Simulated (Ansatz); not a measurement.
**C2H9GeNO2 (SMILES C[C](O)(O)[GeH2][NH2]): density, localisation and related maps**

The calculation's input:

```
crystal:
  periodic: [false, false, false]
  atoms:
    - { symbol: C, position_ang: [0.2369, -1.6618, -0.9154] }
    - { symbol: C, position_ang: [-0.0494, -0.6486, 0.2373] }
    - { symbol: O, position_ang: [0.8928, -0.8494, 1.2171] }
    - { symbol: O, position_ang: [-1.2343, -0.8682, 0.802] }
    - { symbol: Ge, position_ang: [0.0551, 1.2029, -0.4198] }
    - { symbol: "N", position_ang: [-0.2331, 2.3931, 1.0217] }
    - { symbol: H, position_ang: [-0.5548, -1.4695, -1.7108] }
    - { symbol: H, position_ang: [1.2287, -1.4324, -1.3841] }
    - { symbol: H, position_ang: [0.1363, -2.648, -0.5216] }
    - { symbol: H, position_ang: [1.8106, -0.6209, 0.8615] }
    - { symbol: H, position_ang: [-2.0004, -0.6694, 0.1359] }
    - { symbol: H, position_ang: [1.4734, 1.4793, -0.9942] }
    - { symbol: H, position_ang: [-1.0811, 1.4667, -1.5002] }
    - { symbol: H, position_ang: [0.4599, 2.1616, 1.7635] }
    - { symbol: H, position_ang: [-1.1624, 2.114, 1.4365] }
basis:
  gaussian: { orbitals: def2-SVP }
hamiltonian:
  xc: b3lyp
relax:
  f_tol: 0.015
  max_steps: 40
output:
  orbitals: {}
```

Launched as:

```sh
ansatz run input.yaml --threads 2 --pin off --max-ram 3072MiB --backend cpu --events-out ev --progress --plain --runs-dir out
```

The fields are those of the relaxed geometry.

The calculation used RKS B3LYP/def2-SVP in Ansatz 0.2.0.

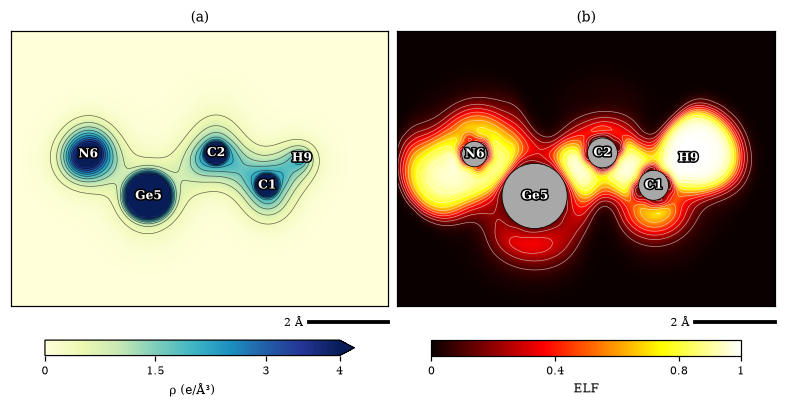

Figure 1. (a) electron density; (b) electron localisation function on the plane of atoms C2, Ge5 and N6. Grey discs cover the atomic cores in the ELF map.

**What do the fields say about this system?**

The section cuts through C, Ge, N and H sites. C–C (1.53 Å): ρ is about 1.7 e/Å³ halfway; the ELF peaks at about 0.95 between the atoms, as expected for a covalent bond. Ge–N (1.85 Å): the density is about 0.94 e/Å³ at the midpoint; the ELF peaks at about 0.90 in the valence shell of N, 0.6 Å from its nucleus, and is about 0.50 at the midpoint. C–Ge (2.02 Å): the density is about 0.84 e/Å³ at the midpoint; the ELF peaks at about 0.95 in the valence shell of C, 0.7 Å from its nucleus, and is about 0.75 at the midpoint. C–H (1.10 Å): ρ at the midpoint is about 1.9 e/Å³; the ELF climbs to about 1 towards the hydrogen, as it does in any bond to H: a covalent bond by its length. The ELF also peaks beside N6, away from the bonds: lone-pair regions.

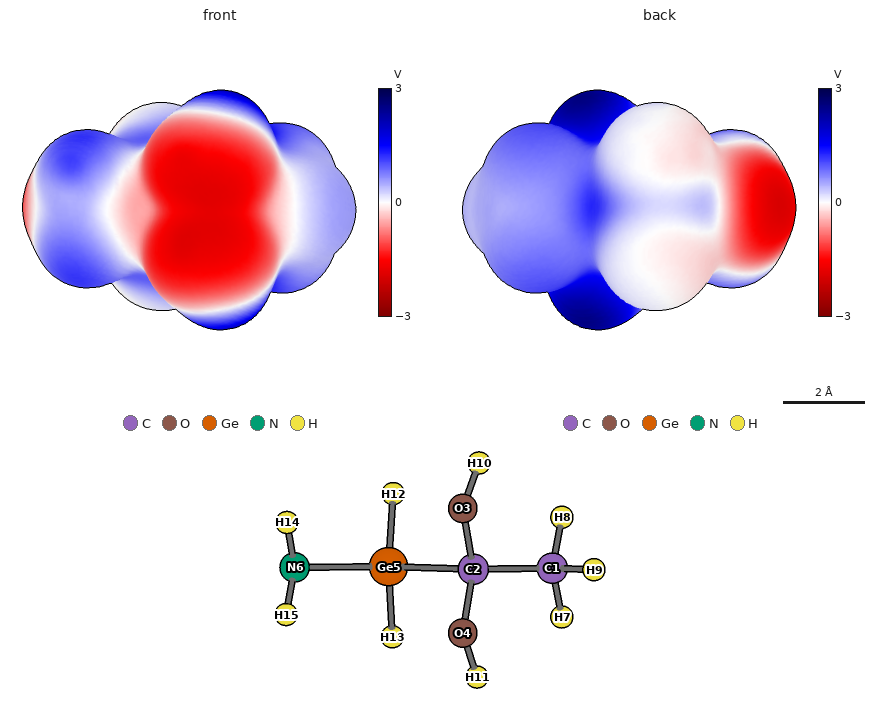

Figure 2. The electrostatic potential painted on the density surface at 0.002 e/bohr³, seen from the front and from behind; the colour scale runs from red (negative) to blue (positive). The bare structure is drawn below in the same view.

**Which sites attract a positive test charge, and which a negative one?**

A positive charge is drawn to the negative regions and a negative charge to the positive ones. The most negative region (about −1.8 V, or −42 kcal/mol for a unit charge) lies over O3, O4 and N6, the most positive (about +2.5 V, or +58 kcal/mol for a unit charge) over H10 and H11.

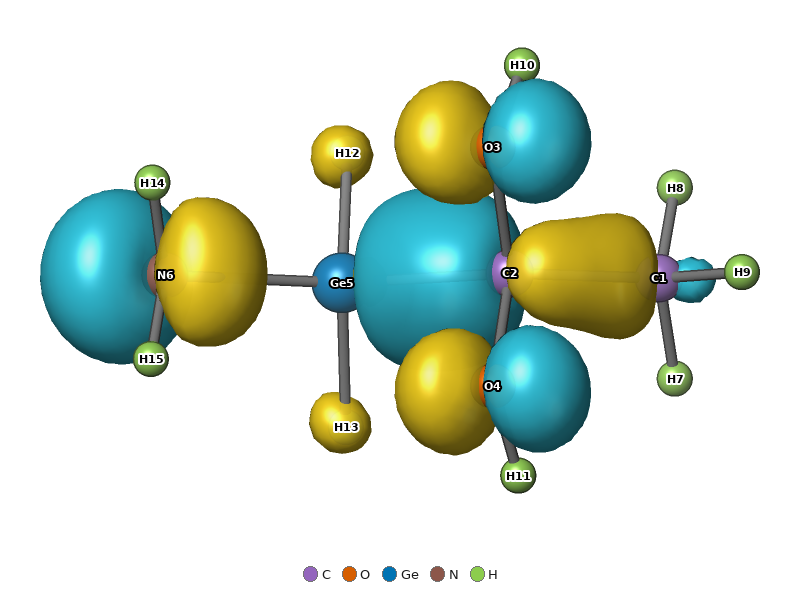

Figure 3. The HOMO at ±0.15 Å⁻³ᐟ² (yellow and cyan are the two phases), seen across its widest extent.

**Describe this orbital and give its energy.**

It lies mainly on N6 (about 25 %), C2 (about 20 %), Ge5 (about 15 %), O3 (about 15 %) and O4 (about 15 %). Its energy is −6.06 eV.

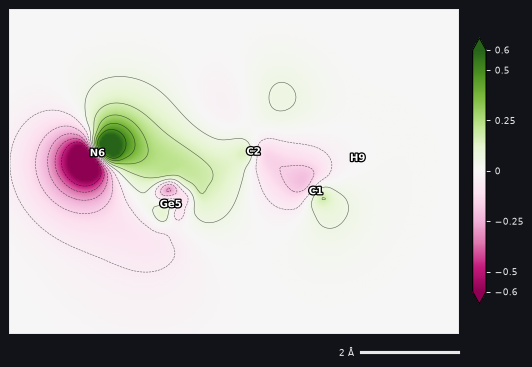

Figure 4. The HOMO−1 on the plane of atoms C2, Ge5 and N6 (values in Å⁻³ᐟ²; the overall sign is arbitrary).

**Describe this orbital and give its energy.**

It lies mainly on N6 (about 50 %), Ge5 (about 15 %), O4 (about 10 %) and O3 (about 10 %); largely a combination of lone pairs on N6, O4 and O3. Its energy is −7.27 eV.
